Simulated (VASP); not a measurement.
Band structure of TiO2 (anatase). Calculation: rev-vdW-DF2, VASP's PBE PAW potentials (set 64) (plane waves; VASP 6.6.1).

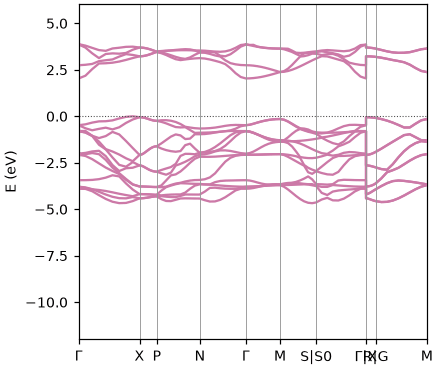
Fig. 1. Bands along high-symmetry lines, zero at the valence-band maximum or, without a gap, the Fermi level

Task: Read the plot: is there a gap, and where are the band edges?

Result: The gap is indirect, 2.04 eV, from the valence maximum at Γ-X at 0.89 to the conduction minimum at Γ. (Edges off the drawn lines would not show.)

The compound is TiO2 in the anatase structure, one of several forms; rutile is the usual stable one. It was relaxed first.
